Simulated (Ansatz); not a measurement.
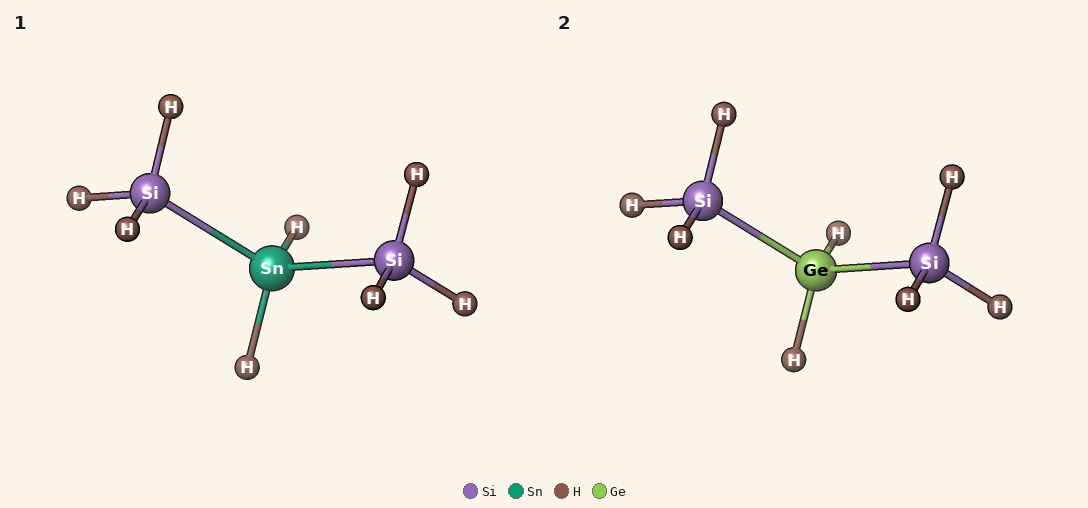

2 molecules with one skeleton, seen from the same side and at one scale. Each species is neutral and a spin singlet. Computed geometries: PBE0-D4/def2-TZVP optimisations, one conformation each. Properties computed with Ansatz 0.2.0. Elements past Kr carry core potentials.

One atom differs, called X below: Sn in panel 1, Ge in panel 2. Their formulas are H8Si2Sn (`[SiH3][SnH2][SiH3]`), GeH8Si2 (`[SiH3][GeH2][SiH3]`).

Question: In which is the dipole moment larger (B3LYP-D4/def2-TZVPP)?

Answer: In panel 1 (X = Sn).

Question: In which is the mean length of X–Si larger (PBE0-D4/def2-TZVP)?

Answer: In panel 1 (X = Sn).

Give the values. With PBE0-D4/def2-TZVP: mean length of X–H (Å), mean length of X–Si (Å), angle H–X–H (°). With B3LYP-D4/def2-TZVPP: dipole moment (D), HOMO energy (Kohn–Sham orbital) (eV), HOMO–LUMO gap (eV).

```
                            quantity  1 (Sn)  2 (Ge)   2 − 1
              mean length of X–H (Å)   1.711   1.541  −0.170
             mean length of X–Si (Å)   2.563   2.379  −0.184
                     angle H–X–H (°)   107.2   107.5    +0.3
                   dipole moment (D)    0.18    0.02   −0.16
HOMO energy (Kohn–Sham orbital) (eV)   −7.45   −7.72   −0.27
                  HOMO–LUMO gap (eV)    6.86    7.44   +0.58
```
